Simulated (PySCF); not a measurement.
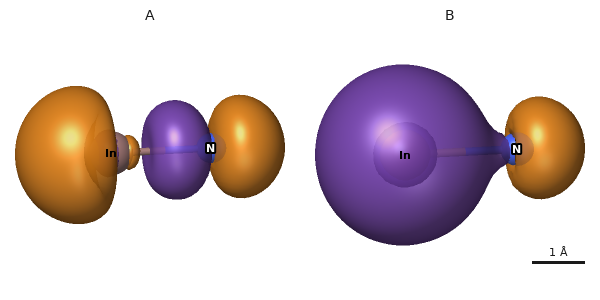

InN (triplet). Two frontier β-spin orbitals, each drawn at the value that holds 80 % of its norm (orange and purple are the two phases), in no order; of a degenerate pair one member is drawn.

Core potentials replace the inner electrons of In.

The calculation used PBE0/cc-pVTZ(-PP), non-relativistic Hamiltonian with scalar-relativistic core potentials where named, at a bond length of 2.220 Å in PySCF.

Name the orbitals and rank them from lowest to highest energy.

Orbital B: σ, occupied in this spin, −9.20 eV; mainly on In (75 %).
Orbital A: σ, occupied in this spin, −5.42 eV; shared between the atoms (In 45 %, N 55 %).
